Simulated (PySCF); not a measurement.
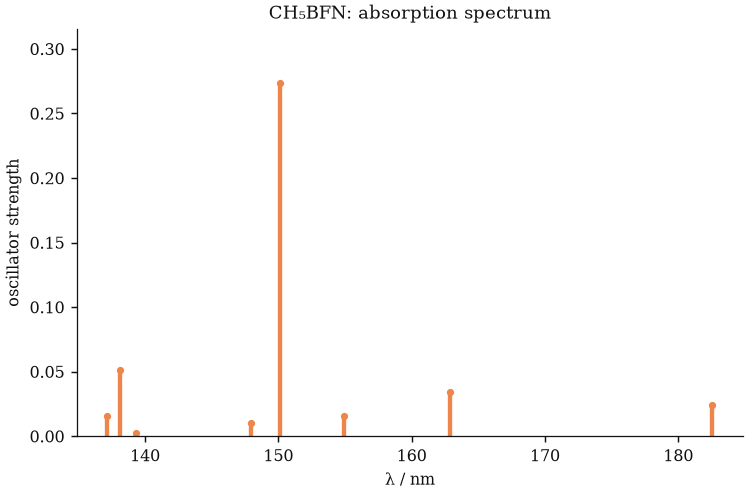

Computed absorption of CH₅BFN, SMILES CB(N)F. Vertical TDDFT excitations, LDA/def2-SVPD with PySCF, at a PBE0-D3(BJ)/def2-SVP geometry (no frequency check), gas phase. Only the first 10 singlet excitations are included. States within 0.01 eV of each other are merged, with their strengths summed. The highest state may be half of a pair whose partner wasn't computed.

**Which of the computed transitions is the brightest, and what character does the calculation give it?**

S4/S5 at 8.26 eV (150 nm), f = 0.274, mainly HOMO/HOMO−1 → LUMO+1.

**Where is the lowest singlet, and is it bright?**

S1 lies at 6.79 eV (183 nm) with f = 0.024, mainly HOMO → LUMO (100 %); it is weak.

Known limits of this run: states above the negative HOMO energy depend on the basis; core orbitals are frozen in the response.
